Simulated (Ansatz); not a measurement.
```csv
atom,x (Å),y (Å),z (Å)
Zn,-0.9599,-0.1286,-1.2485
H,-0.1501,-1.3594,-0.6929
Cl,-2.2538,0.8365,-2.6378
H,0.2036,0.7912,0.8061
F,-0.3762,1.3089,0.1890
H,0.6781,-0.9654,0.7932
O,0.9495,-0.2777,1.4372
H,1.9088,-0.2054,1.3536
```

These are results of RKS PBE0-D4/def2-SVP in Ansatz, not measurements.

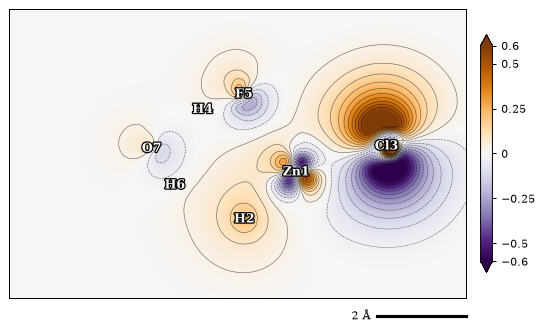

ClFH2Zn···H2O. The HOMO on the plane of atoms H2, Zn1 and Cl3 (values in Å⁻³ᐟ²; the overall sign is arbitrary).

Where does this orbital lie, and at what energy?

Its weight (Hirshfeld) is mainly on Cl3 (about 85 %) and Zn1 (about 10 %); largely a lone pair of Cl3. Its energy is −7.65 eV.
